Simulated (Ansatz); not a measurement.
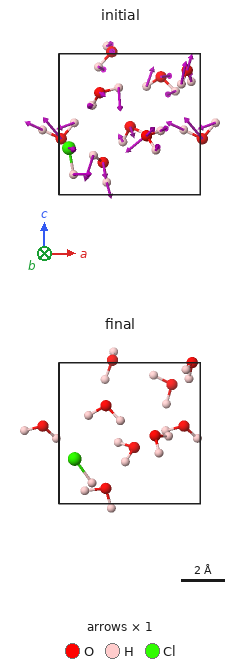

The structure of an amorphous cell of composition H₁₇ClO₈ before (top) and after (bottom) a relaxation, at one scale. The purple arrows give the displacements, at their true length.

The picture is a ball-and-stick view of the cell of the calculation, seen along the b axis.

The cell holds 8 H2O + 1 HCl. The run prepares the start of a later molecular dynamics calculation, from a guessed geometry.

All numbers below come from DFT PBE, scalar-relativistic, plane waves, PAW in Ansatz.

The input:
```yaml
crystal:
  lattice:
    - [6.626705, 0.0, 0.0]
    - [0.0, 6.626705, 0.0]
    - [0.0, 0.0, 6.626705]
  atoms:
    - { symbol: O, position: [0.3133882, 0.4545788, 0.2288363] }
    - { symbol: H, position: [0.3386916, 0.4221359, 0.0885858] }
    - { symbol: H, position: [0.2440807, 0.3366993, 0.2804494] }
    - { symbol: O, position: [0.6207948, 0.0753513, 0.4185452] }
    - { symbol: H, position: [0.6870149, -0.0058807, 0.3166665] }
    - { symbol: H, position: [0.7204369, 0.1764265, 0.4534485] }
    - { symbol: O, position: [0.3744858, 0.9342065, 1.0135426] }
    - { symbol: H, position: [0.341272, 1.0707415, 1.0537678] }
    - { symbol: H, position: [0.2801297, 0.9051539, 0.9057656] }
    - { symbol: O, position: [0.2894253, 0.3008074, 0.7233018] }
    - { symbol: H, position: [0.2363307, 0.4033942, 0.6337479] }
    - { symbol: H, position: [0.422594, 0.3498688, 0.7582601] }
    - { symbol: O, position: [0.723199, 0.8261458, 0.8361651] }
    - { symbol: H, position: [0.62127, 0.9057822, 0.7681097] }
    - { symbol: H, position: [0.8250412, 0.8040245, 0.7336867] }
    - { symbol: O, position: [0.5048478, 0.63233, 0.4828045] }
    - { symbol: H, position: [0.4531161, 0.716315, 0.3749464] }
    - { symbol: H, position: [0.6246685, 0.5711873, 0.4256417] }
    - { symbol: O, position: [0.9087984, 0.341306, 0.882415] }
    - { symbol: H, position: [0.93761, 0.4599223, 0.8020218] }
    - { symbol: H, position: [0.867514, 0.2412166, 0.7842279] }
    - { symbol: O, position: [0.0161524, 0.6116511, 0.3972611] }
    - { symbol: H, position: [-0.1159171, 0.6104665, 0.459865] }
    - { symbol: H, position: [0.1088351, 0.6056335, 0.5101181] }
    - { symbol: Cl, position: [0.0710644, 0.0273994, 0.3308015] }
    - { symbol: H, position: [0.1037952, 0.0627145, 0.1437449] }
basis:
  ecutwfc: 420.0
kpoints:
  mp_grid: { grid: [1, 1, 1] }
hamiltonian:
  xc: pbe
scf:
  occupations: { method: fermi_dirac, width: 0.02 }
  lower_state_search: "off"
relax:
  f_tol: 0.3
  max_steps: 15
  adjacent_minimum: "off"
output:
  write_density: true
  write_potential: true
  elf: true
  volumetric_format: npy
```

Command:
```bash
ansatz run input.yaml --threads 1 --pin off --max-ram 3072MiB --backend cpu --events-out ev --progress --plain --runs-dir out
```

Describe what moved and what it gained.

Answer. The relaxation stopped without meeting its thresholds, so the last structure isn't shown to be converged. It used up its limit of 15 steps. The atom that moves furthest is O22 (1.54 Å roughly along [−1 −1 1]). By element the largest moves are O 1.54 Å, H 1.44 Å, Cl 1.00 Å. The cell stays as it was. Among the contacts that change: Cl25–H26 1.280 → 1.418 Å, O19–H21 0.969 → 0.999 Å, O10–H12 0.969 → 0.988 Å, O13–H14 0.969 → 0.977 Å. Among the angles between lasting bonds that change: H8–O7–H9 104.0° → 98.8°, H2–O1–H3 104.0° → 100.3°, H11–O10–H12 104.0° → 106.4°. The energy falls by 180 meV per atom in 14 geometry steps. Largest force component: 1.1 eV/Å at the start, 0.75 eV/Å at the end.

Limits of the set-up: the periodic images lie only 6.6 Å apart, so the values are limited by the cell's size.
